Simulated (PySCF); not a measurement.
SMILES c1(-c2c(OC)ccs2)sccc1 at its GFN2-xTB optimised geometry (Å):

```
20

C      0.9765    -2.7095    -0.0112
O      0.3892    -1.4314     0.0005
C      1.2219    -0.3585     0.0000
C      2.6369    -0.3585     0.0000
C      3.1551     0.8978     0.0000
S      1.9428     2.1128     0.0001
C      0.6838     0.9144    -0.0005
C     -0.6977     1.2630    -0.0027
C     -1.2584     2.5146    -0.0144
C     -2.6645     2.4856    -0.0143
C     -3.1614     1.2207    -0.0022
S     -1.9212     0.0280     0.0088
H      1.5857    -2.8616    -0.9083
H      0.1474    -3.4146    -0.0133
H      1.5920    -2.8751     0.8789
H      3.2447    -1.2447     0.0000
H      4.1874     1.1840     0.0002
H     -0.6695     3.4146    -0.0232
H     -3.2784     3.3686    -0.0232
H     -4.1874     0.9112     0.0007
```

Method: PBE0/def2-SVP (PySCF).

Map of the electron localisation function on the plane z = 1.5 Å:

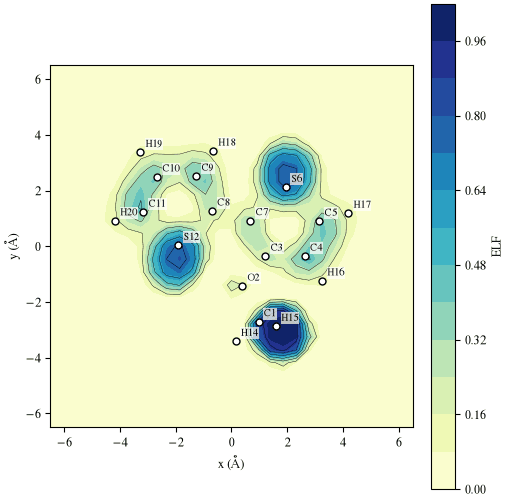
Electron localisation function on the plane z = 1.5 Å.
